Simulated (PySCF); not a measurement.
# One shape, several levels: N2H3 (hydrazinyl radical)

Aim: a comparison of 4 runs (U-r2SCAN/STO-3G, UB2PLYP/STO-3G, UPBE/STO-3G, NEVPT2(3,3)/STO-3G) of N2H3 (hydrazinyl radical). 

The results are computed with PySCF 2.14.0.

2 further runs of the same task are left out: 2 set aside as unsound or not needed.

## Step 1: The molecule

N2H3: 5 atoms, total charge 0, spin state doublet. As SMILES, `[NH]N`. The N2–H4 distance was set to 2.829 Å, away from the relaxed value. At this shape a bond of the SMILES string is far longer than usual.

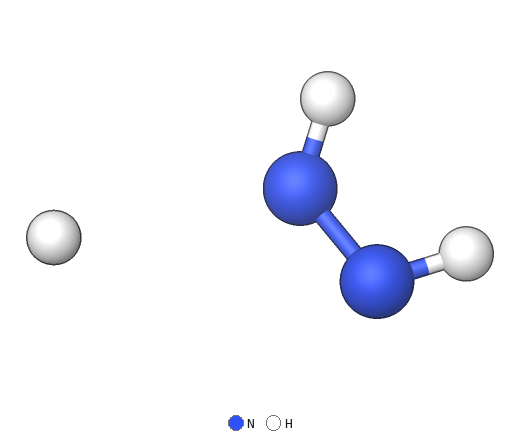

The structure, seen from a chosen angle (nitrogen blue, hydrogen white).

## Step 2: A single-point energy at U-r2SCAN/STO-3G (run 1)

Contents of input.xyz:

```xyz
5
H3N2
N      1.475260    -1.391970     0.938333
N      1.523960    -0.334520     0.125193
H      2.401980    -1.575640     1.322163
H     -1.043070     0.577800    -0.638700
H      2.242780     0.378360     0.217303
```

Contents of run.py:

```python
from pyscf import gto, dft

mol = gto.M(
    atom='input.xyz',
    max_memory=1860,
    verbose=4,
    spin=1,
    basis='sto-3g',
)

calc0 = dft.UKS(mol)
calc0.xc = 'r2scan'
calc0.conv_tol = 1e-10
calc0.grids.level = 5
calc0.kernel()
if not calc0.converged:
    calc0 = calc0.newton().run(calc0.mo_coeff, calc0.mo_occ)

etot = calc0.e_tot
print('E = %.10f Eh' % etot)
```

Launch:

```console
OMP_NUM_THREADS=1 python run.py
```

Log:

```text
PySCF version 2.14.0

[... 114 lines left out ...]
converged SCF energy = -109.559634135134  <S^2> = 0.75167837  2S+1 = 2.0016777
E = -109.5596341351 Eh
```

Run time: 6.9 s. Hardware: 1 thread of Arm Neoverse V1, shared host; peak memory 0.19 GiB.

## Step 3: A single-point energy at UB2PLYP/STO-3G (run 2)

Contents of input.py:

```python
from pyscf import gto, dft, mp

system = gto.Mole()
system.atom = [
    ('N', (1.475260, -1.391970, 0.938333)),
    ('N', (1.523960, -0.334520, 0.125193)),
    ('H', (2.401980, -1.575640, 1.322163)),
    ('H', (-1.043070, 0.577800, -0.638700)),
    ('H', (2.242780, 0.378360, 0.217303)),
]
system.spin = 1
system.basis = 'sto-3g'
system.verbose = 3
system.max_memory = 1860
system.build()

mf = dft.UKS(system, xc='0.53*HF + 0.47*B88, 0.73*LYP')
mf.grids.level = 5
mf.conv_tol = 1e-10
mf.kernel()
if not mf.converged:
    mf = mf.newton().run(mf.mo_coeff, mf.mo_occ)

pt = mp.MP2(mf, frozen=2).run()
e_final = mf.e_tot + 0.27 * pt.e_corr
print('PT2 part  %.8f' % (0.27 * pt.e_corr))
print(f'total energy: {e_final:.8f} hartree')
```

Launch:

```console
OMP_NUM_THREADS=1 python input.py
```

Log:

```text
converged SCF energy = -109.390604995434  <S^2> = 0.75007346  2S+1 = 2.0000735
E(UMP2) = -109.577062902297  E_corr = -0.186457906862961
E(SCS-UMP2) = -109.586496918236  E_corr = -0.195891922802132
PT2 part  -0.05034363
total energy: -109.44094863 hartree
```

It took 4.5 s on 1 thread of Arm Neoverse V1, shared host; peak memory 0.18 GiB.

## Step 4: A single-point energy at UPBE/STO-3G (run 3)

Contents of input.py:

```python
from pyscf import gto, dft

mol = gto.Mole()
mol.atom = '''
N        1.475260      -1.391970       0.938333
N        1.523960      -0.334520       0.125193
H        2.401980      -1.575640       1.322163
H       -1.043070       0.577800      -0.638700
H        2.242780       0.378360       0.217303
'''
mol.max_memory = 1860
mol.verbose = 3
mol.basis = 'sto-3g'
mol.spin = 1
mol.build()

mf = dft.UKS(mol)
mf.xc = 'pbe'
mf.conv_tol = 1e-10
mf.grids.level = 5
mf.kernel()
if not mf.converged:
    mf = mf.newton().run(mf.mo_coeff, mf.mo_occ)

energy = mf.e_tot
print('E(%s) = %.9f' % ('PBE', energy))
```

Launch:

```console
OMP_NUM_THREADS=1 python input.py
```

Log:

```text
converged SCF energy = -109.479665692446  <S^2> = 0.75059265  2S+1 = 2.0005926
E(PBE) = -109.479665692
```

Wall time 4.8 s (1 thread of Arm Neoverse V1, shared host); peak memory 0.18 GiB.

## Step 5: The energy at NEVPT2(3,3)/STO-3G (run 4)

Contents of calc.py:

```python
import numpy
from pyscf import gto, scf, mp, mcscf, mrpt

mol = gto.M(
    atom='''
N    1.475260  -1.391970   0.938333
N    1.523960  -0.334520   0.125193
H    2.401980  -1.575640   1.322163
H   -1.043070   0.577800  -0.638700
H    2.242780   0.378360   0.217303
''',
    spin=1,
    verbose=4,
    max_memory=1860,
    basis='sto-3g',
)

mf = mol.ROHF()
mf.conv_tol = 1e-10
mf.kernel()
if not mf.converged:
    mf = mf.newton().run(mf.mo_coeff, mf.mo_occ)

pt = mp.MP2(scf.addons.convert_to_uhf(mf)).run()
noons, natorbs = mcscf.addons.make_natural_orbitals(pt)
print('natural occupations', numpy.round(noons[:40], 4))
cas = mcscf.CASSCF(mf, 3, 3)
cas.fix_spin_(ss=0.75)
cas.natorb = True
cas.kernel(natorbs)
e_pt2 = mrpt.NEVPT(cas).kernel()
etot = cas.e_tot + e_pt2
print('E(%s) = %.9f' % ('NEVPT2', etot))
```

Launch:

```console
OMP_NUM_THREADS=1 python calc.py
```

Log:

```text
PySCF version 2.14.0

[... 67 lines left out ...]
converged SCF energy = -108.983724164349
[... 53 lines left out ...]
1-step CASSCF converged in   3 macro ( 22 JK   7 micro) steps
[... 12 lines left out ...]
CASSCF energy = -109.054396708192
[... 24 lines left out ...]
Nevpt2 Energy = -0.075562455680494
E(NEVPT2) = -109.129959164
```

It took 0.88 s on 1 thread of Arm Neoverse V1, shared host; peak memory 0.12 GiB.

## Step 6: The series

| run | level | frozen core orbitals | integration grid | energy (Eh) | dipole moment (D) of the reference | HOMO energy (eV) | LUMO energy (eV) | wall time |
| --- | --- | --- | --- | --- | --- | --- | --- | --- |
| 1 | U-r2SCAN/STO-3G | – | 5 | -109.559634 | 2.89 | -3.25 | -0.75 | 6.9 s |
| 2 | UB2PLYP/STO-3G | 2 | 5 | -109.440949 | 2.95 | -6.34 | 2.43 | 4.5 s |
| 3 | UPBE/STO-3G | – | 5 | -109.479666 | 2.85 | -2.75 | -0.80 | 4.8 s |
| 4 | NEVPT2(3,3)/STO-3G | – | – | -109.129959 | 2.96 | – | – | 0.88 s |

## Step 7: Summary of results

| quantity | value |
| --- | --- |
| run 4: total energy | -109.12996 Eh |
| run 4: dipole moment (Hartree–Fock density) | 2.96 D |

Over runs 1, 2, 3 the dipole moment (its size) runs from 2.85 D (UPBE/STO-3G) to 2.95 D (UB2PLYP/STO-3G). A double hybrid's value is that of its SCF part. Totals of different functionals can't be ranked against each other. In runs 1, 2, 3, 4 the basis is minimal, so the values are rough. All runs together took 17 s, the longest 6.9 s.
